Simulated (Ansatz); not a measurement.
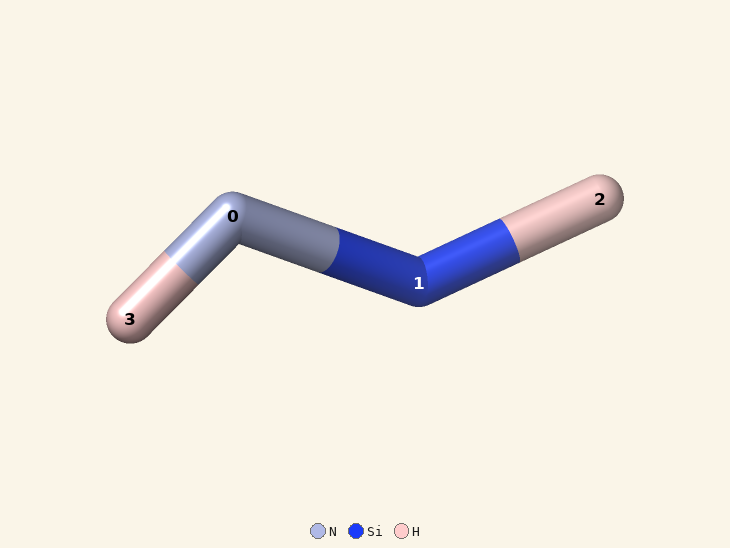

The picture shows the input geometry. Atoms are numbered from 0, in the order of the input.

Input file:

```yaml
crystal:
  periodic: [false, false, false]
  atoms:
    - {symbol: N, position_ang: [0.152203, 0.846894, 0.003185]}
    - {symbol: Si, position_ang: [0.185687, -0.745237, 0.075774]}
    - {symbol: H, position_ang: [1.195797, -1.701186, 0.362547]}
    - {symbol: H, position_ang: [-0.785313, 1.166679, -0.240128]}
basis:
  gaussian: {orbitals: def2-SVP}
magnetization: {spin_polarized: true, initial_magnetization: 1}
hamiltonian: {xc: pbe, dispersion: d4}
relax: {f_tol: 0.03, max_steps: 250}
```

Command:

```sh
ansatz run in.yaml --threads 2 --pin off --events-out ev --progress --plain --max-ram 4352MiB
```

What the program printed (its end):

```
mean field -9388.51624279 eV, -345.0216081577 hartree, gradient 1.7e-5 eV, S^2 0.753706; 1 other end points of the search recorded, 0 dependent functions left out
the calculation of the forces begins
reference -9388.51626982 eV, -345.0216091512 hartree; 12, 11 occupied and 30, 31 virtual orbitals, 484 factors
Total energy: -9388.56552707 eV, -345.0234193217 hartree
Atom 0 at     0.060464     0.664510    -0.013811 Å, force     0.012295    -0.015646     0.009167 eV/Å
Atom 1 at    -0.028386    -0.959135     0.031411 Å, force    -0.004709     0.002580    -0.000129 eV/Å
Atom 2 at     1.354223    -1.526019     0.395166 Å, force     0.003536     0.000606    -0.001452 eV/Å
Atom 3 at    -0.637927     1.387795    -0.211388 Å, force    -0.011123     0.012459    -0.007586 eV/Å
Dipole moment:    -0.171307    -0.082011    -0.037544 e Å
```
